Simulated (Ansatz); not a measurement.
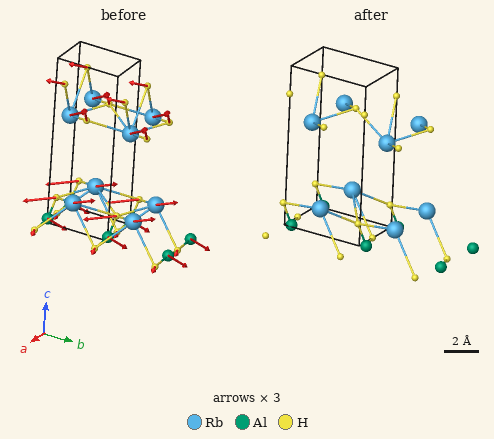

The structure of a crystal of Rb2AlH4 (a generated structure, set up in P1) (coarse preliminary run) before (left) and after (right) a relaxation, at one scale. The red arrows give the displacements (the part carried along by the change of the cell is left out), 3 times their true length.

A ball-and-stick model of the cell of the calculation, repeated 2 × 2 × 1 with one cell outlined, seen slightly off an axis.

The calculation used Ansatz, DFT PBE, scalar-relativistic, plane waves, PAW. Set-up: plane-wave cutoff 420 eV; k-point mesh 6 × 6 × 6; occupations gaussian; smearing width 0.2 eV; no spin polarisation; cell and atoms relaxed; force threshold 0.025 eV/Å; at most 60 steps.

What changed between the two?

Over 18 accepted moves (20 points after the start) the energy falls by 1.177 eV per cell of the calculation. Largest force component: 4.3 eV/Å at the start, 0.014 eV/Å at the end. The pressure goes from 1.67 to 0.02 GPa. At 2 points the geometry stayed and the basis and grid were re-selected for the new cell (energy shift of 45.8 meV per cell of the calculation at most each time). The largest move relative to the cell is that of an H atom, 0.68 Å roughly along [0 −3 −1]. By element the largest moves are H 0.68 Å, Al 0.53 Å, Rb 0.45 Å. Cell: a 3.856 → 4.678 Å (+21.3 %), b 3.877 → 4.704 Å (+21.3 %), c 9.825 → 9.459 Å (−3.7 %), α 101.3° → 102.4°, β 100.8° → 102.3°, γ 90.5° → 98.1°. Volume +37.9 %. Near-neighbour distances that change, for instance: H–Rb 2.710 → 4.467 Å, H–Rb 3.016 → 4.465 Å, Al–H 2.038 → 3.135 Å, Al–H 2.090 → 3.079 Å. New bonds form, among them: Al–H (2.09 → 1.63 Å). Bonds break, among them: H–Rb (2.71 → 4.47 Å), H–Rb (3.02 → 4.47 Å). Bond angles that change, for instance: Rb–H–Al 95.1° → 139.3°, H–Al–H 85.1° → 107.5°, H–Al–H 88.7° → 107.8°. The space group (tolerance 0.01 Å) goes from P1 (No. 1) to Cm (No. 8). The run took 3.2 min on 4 threads of Arm Neoverse V2, on a shared host, peak memory 0.72 GiB.

Limits of the set-up: layers or molecules are held without a dispersion correction, so their spacing is unreliable.
